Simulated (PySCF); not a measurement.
**EPR calculation, with input and output: C₆H₉F₂**

System: C₆H₉F₂, multiplicity 2.
Method: UKS B3LYP, pcH-1 on C F H, non-relativistic, mean-field spin-orbit, GIAO (PySCF 2.14.0).

It belongs to a series of runs on one base structure; here: H added to sp2 C.

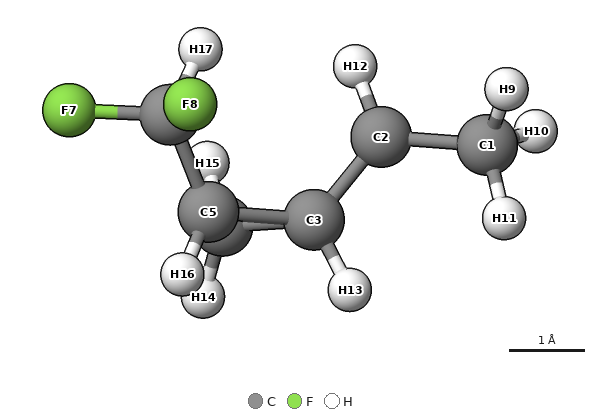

Figure 1. The structure as given in the input (ball-and-stick view, seen at a tilt; atoms are numbered from 1 in the order of the input). Bond lengths as drawn: C–C 1.44 to 1.54 Å, C–F 1.36 Å and C–H 1.08 to 1.10 Å.

## The input
```
{"job": {"kind": "epr", "basis": "pcH-1"}, "charge": 0, "multiplicity": 2}
C     -2.397550    -0.603262     0.505006
C     -0.963116    -0.645757     0.148470
C     -0.332081     0.375038    -0.644046
C      0.901878     0.085863    -1.474062
C      1.036467     0.987858    -0.290371
C      1.793046     0.519140     0.913871
F      3.134297     0.683273     0.736355
F      1.480193     1.261889     2.007358
H     -2.532017    -0.679683     1.587422
H     -2.937722    -1.448678     0.066863
H     -2.861571     0.317428     0.160349
H     -0.387553    -1.492501     0.483169
H     -1.024034     1.099600    -1.058689
H      0.975980     0.521846    -2.457561
H      1.327558    -0.903289    -1.397434
H      1.155360     2.050180    -0.464217
H      1.623866    -0.537076     1.167608
```

The first line tells a small driver script what to run in PySCF; the rest is the geometry in Å.

Run as:
```bash
OMP_NUM_THREADS=1 python <driver script> task.json out
```

## Output
```
UKS, coarse grid
  cycle   1  E = -433.57888282  |g| = 5.52e-01
  cycle   2  E = -433.48034499  |g| = 8.13e-01
  cycle   3  E = -433.68743956  |g| = 6.23e-02
  cycle   4  E = -433.68865074  |g| = 3.60e-02
  cycle   5  E = -433.68925111  |g| = 5.09e-03
  cycle   6  E = -433.68926469  |g| = 2.96e-03
  cycle   7  E = -433.68926986  |g| = 9.98e-04
UKS, final grid
  cycle   1  E = -433.68924542  |g| = 1.22e-03
  cycle   2  E = -433.68924475  |g| = 1.71e-03
  cycle   3  E = -433.68924617  |g| = 1.21e-04
  cycle   4  E = -433.68924618  |g| = 6.55e-05
  cycle   5  E = -433.68924618  |g| = 2.36e-05
E = -433.68924618 Eh   <S^2> = 0.7548 (exact 0.7500)
g shifts (ppm)      1          2          3
  rmc          -152       -152       -152
  gc             13         30         33
  oz_so          75        571        876
  total         -64        449        756
hyperfine (MHz)  atom isotope    a_iso     a_fc   dipolar eigenvalues
    0   13C     -33.34     -33.34     -2.43      0.89      1.54
    1   13C      82.39      82.39    -77.29    -76.34    153.63
    2   13C     -41.04     -41.04     -3.80     -0.90      4.70
    3   13C      39.78      39.78     -7.66     -7.50     15.16
    4   13C      57.57      57.57    -11.18    -11.03     22.22
    5   13C      -3.84      -3.84     -1.17      0.14      1.03
    6   19F      17.12      17.12     -8.16     -7.18     15.34
    7   19F      -1.99      -1.99     -2.15     -1.22      3.37
    8    1H     102.06     102.06     -5.01     -3.50      8.51
    9    1H     117.33     117.33     -5.08     -3.59      8.68
   10    1H       3.40       3.40     -4.41     -3.55      7.96
   11    1H     -58.12     -58.12    -36.02     -0.49     36.52
   12    1H       7.20       7.20     -4.22     -2.87      7.09
   13    1H       6.39       6.39     -4.23     -1.51      5.75
   14    1H      -4.93      -4.93     -5.17     -1.20      6.37
   15    1H       2.58       2.58     -5.70     -1.65      7.35
   16    1H      -0.66      -0.66     -3.53     -2.14      5.67
```

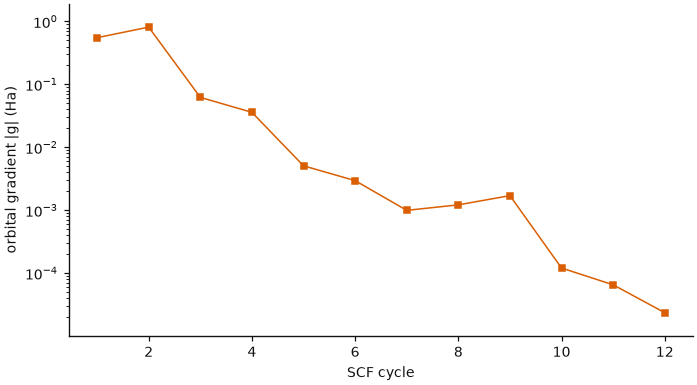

Figure 2. Convergence of the self-consistent field: orbital gradient |g| against the SCF cycle. All cycles printed in the log are drawn one after another.

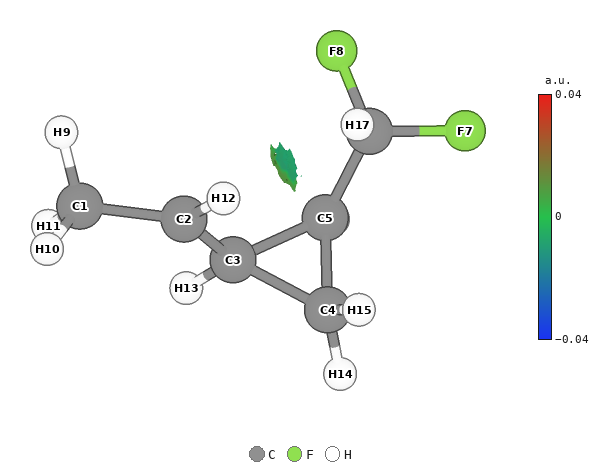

Figure 3. Non-covalent interaction (NCI) plot: the surface where the reduced density gradient is 0.5, for densities under 0.05 a.u., coloured by sign(λ₂)ρ; seen at an oblique angle.

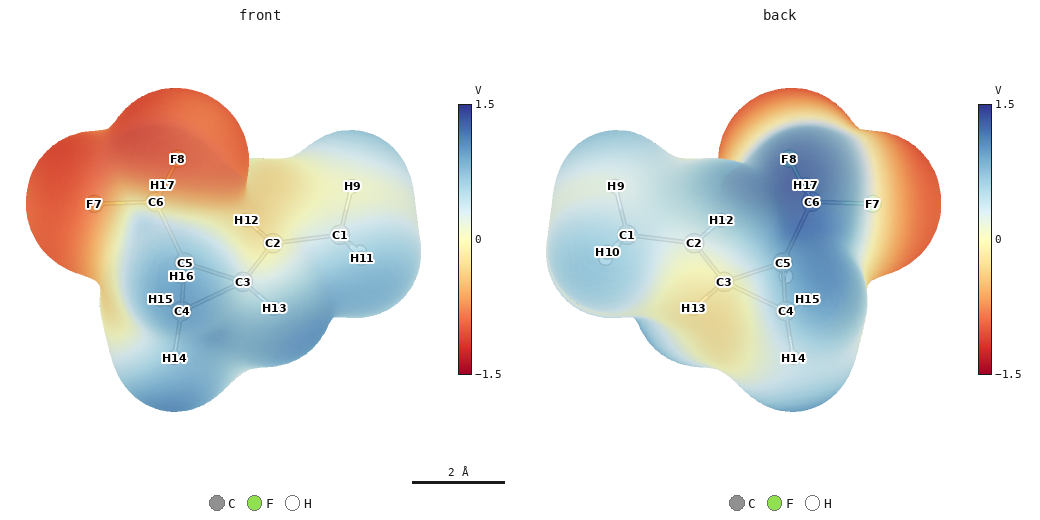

Figure 4. The electrostatic potential painted on the density surface at 0.002 e/bohr³, seen at a tilt and from behind; the colour scale runs from red (negative) to blue (positive). A positive charge is drawn to the negative regions and a negative charge to the positive ones.

## Summary

```tsv
quantity	value
outcome	converged
total energy	−433.689246 hartree
⟨S²⟩	0.755
isotropic g	2.0027
hardware	1 CPU thread, shared host
wall time	74 s
peak memory	0.97 GiB
```
